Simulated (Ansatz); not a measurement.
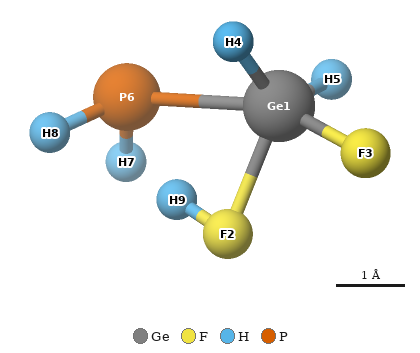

Fig. 1: The input geometry (ball-and-stick view, seen at a tilt; atoms are numbered from 1 in the order of the input). Sticks mark near contacts. Bond lengths as drawn: F–Ge 1.76 to 2.03 Å, F–H 1.09 Å, Ge–H 1.53 Å, Ge–P 2.68 Å and H–P 1.43 Å.

**Run report: GePH5F2, frequency calculation**

- system: GePH5F2
- method: RKS B3LYP/def2-SVP (Ansatz 0.2.0)

It belongs to a series of runs on one base structure; here: vibrations at the highest image of the band. Figures and captions count atoms from 1; the log counts them from 0 in places.

The input
```yaml
crystal:
  periodic: [false, false, false]
  atoms:
    - { symbol: Ge, position_ang: [-0.130678, 0.010412, -0.156768] }
    - { symbol: F, position_ang: [-0.087888, -0.505999, 1.803839] }
    - { symbol: F, position_ang: [1.619569, -0.09385, -0.056148] }
    - { symbol: H, position_ang: [-0.329931, 1.504987, -0.421007] }
    - { symbol: H, position_ang: [-0.448677, -1.141804, -1.113043] }
    - { symbol: P, position_ang: [-2.691066, -0.077676, 0.625125] }
    - { symbol: H, position_ang: [-3.033581, -1.321752, 1.23632] }
    - { symbol: H, position_ang: [-2.938687, 0.732882, 1.774145] }
    - { symbol: H, position_ang: [-1.16336, -0.4193, 1.660237] }
basis:
  gaussian: { orbitals: def2-SVP }
hamiltonian:
  xc: b3lyp
phonons: {}
```

Run on 2 threads of Arm Neoverse V2, 24 GiB of memory available, shared host.

Command:
```bash
ansatz run input.yaml --threads 2 --pin off --max-ram 3072MiB --backend cpu --events-out ev --progress --plain --runs-dir out
```

Output
```
Engine: ansatz 0.2.0, aarch64-unknown-linux-gnu
Functional definition: B3LYP
  parameter a0 = 0.2
  parameter ax = 0.72
  parameter ac = 0.81
  exchange = (1 - a0 - ax)*slater_x + ax*b88_x + a0*exact_x
  correlation = (1 - ac)*vwn_rpa_c + ac*lyp_c
1068 factors; integrals over basis functions are off by at most 3.8e-4 eV
mean field evaluation 1: about -71305.7988 eV, gradient 4.5e1 eV
mean field evaluation 2: about -71298.7834 eV, gradient 8.2e1 eV
mean field evaluation 4: about -71308.9821 eV, gradient 2.7e0 eV
mean field evaluation 8: about -71309.0059 eV, gradient 5.7e-2 eV
mean field -71309.00590896 eV, -2620.5576321740 hartree, gradient 1.4e-5 eV, S^2 0.000000; 0 other end points of the search recorded, 0 dependent functions left out
the calculation of the forces begins
reference -71309.00613772 eV, -2620.5576405809 hartree; 35, 35 occupied and 68, 68 virtual orbitals, 1068 factors
these checks for a lower state are left out or cut short: stability, starts, cluster_reference, orbital_swaps, neighbouring_geometries, increment
1068 factors; integrals over basis functions are off by at most 3.9e-4 eV
mean field evaluation 16: about -71308.9940 eV, gradient 2.2e-1 eV
mean field -71309.00581629 eV, -2620.5576287686 hartree, gradient 1.6e-6 eV, S^2 0.000000; 0 other end points of the search recorded, 0 dependent functions left out
[... from here on the field's lines of each further geometry are left out, up to the last ...]
the calculation of the forces begins
reference -71309.00612948 eV, -2620.5576402781 hartree; 35, 35 occupied and 68, 68 virtual orbitals, 1068 factors
these checks for a lower state are left out or cut short: stability, starts, cluster_reference, orbital_swaps, neighbouring_geometries, increment
1068 factors; integrals over basis functions are off by at most 3.8e-4 eV
mean field -71309.00590060 eV, -2620.5576318668 hartree, gradient 1.2e-6 eV, S^2 0.000000; 0 other end points of the search recorded, 0 dependent functions left out
the calculation of the forces begins
reference -71309.00612936 eV, -2620.5576402738 hartree; 35, 35 occupied and 68, 68 virtual orbitals, 1068 factors
WARN: phonons: modes at or below zero, which the zero-point energy, F, S and C_V leave out: 1, the lowest at -713.09 cm⁻¹. A minimum has none, and a first-order saddle one
Total energy: -71309.00613772 eV, -2620.5576405809 hartree
Atom 0 at    -0.130678     0.010412    -0.156768 Å, force    -0.000104     0.000401    -0.000058 eV/Å
Atom 1 at    -0.087888    -0.505999     1.803839 Å, force     0.000104     0.000030     0.000135 eV/Å
Atom 2 at     1.619569    -0.093850    -0.056148 Å, force    -0.000001    -0.000526    -0.000093 eV/Å
Atom 3 at    -0.329931     1.504987    -0.421007 Å, force    -0.000008     0.000103     0.000197 eV/Å
Atom 4 at    -0.448677    -1.141804    -1.113043 Å, force    -0.000003     0.000080    -0.000020 eV/Å
Atom 5 at    -2.691066    -0.077676     0.625125 Å, force    -0.000186    -0.000345    -0.000151 eV/Å
Atom 6 at    -3.033581    -1.321752     1.236320 Å, force     0.000321     0.000072     0.000074 eV/Å
Atom 7 at    -2.938687     0.732882     1.774145 Å, force    -0.000201     0.000096    -0.000110 eV/Å
Atom 8 at    -1.163360    -0.419300     1.660237 Å, force     0.000077     0.000089     0.000028 eV/Å
Dipole moment:    -0.314616     0.023988    -0.038752 e Å
Vibrations: -713.09 71.93 184.94 189.73 250.80 351.99 376.20 433.79 543.29 654.55 716.07 747.62 808.70 875.76 889.38 1093.56 1610.05 2152.96 2201.79 2376.04 2398.96 cm⁻¹, zero-point energy 1.173394 eV
```

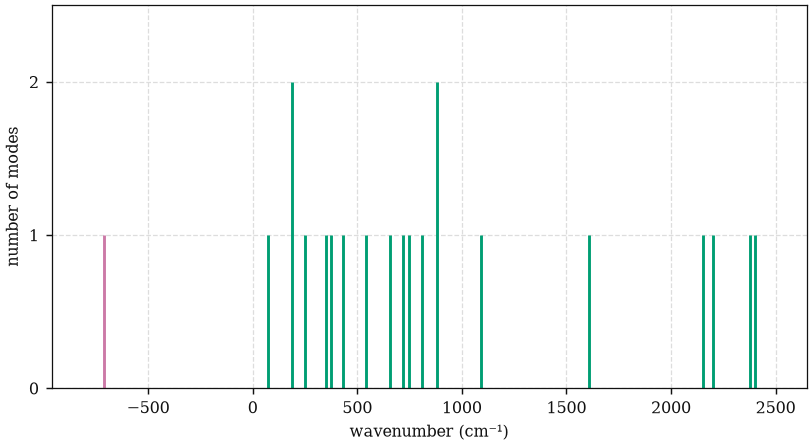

Fig. 2: Harmonic vibrational wavenumbers from the force constants; neighbouring modes closer than 14 cm⁻¹ are counted in one stick, and imaginary ones are drawn at negative wavenumbers. 21 modes from 713i to 2399 cm⁻¹, 1 imaginary beyond 8i (713i cm⁻¹): a first-order saddle point, if the geometry is stationary.

Key numbers

```tsv
quantity	value
outcome	converged
total energy	−71309.0061 eV
mean-field energy	−71309.0061 eV
largest force (length of the vector)	0.001 eV/Å
wall time	78 s (CPU time 2.5 min)
peak memory	0.23 GiB
```
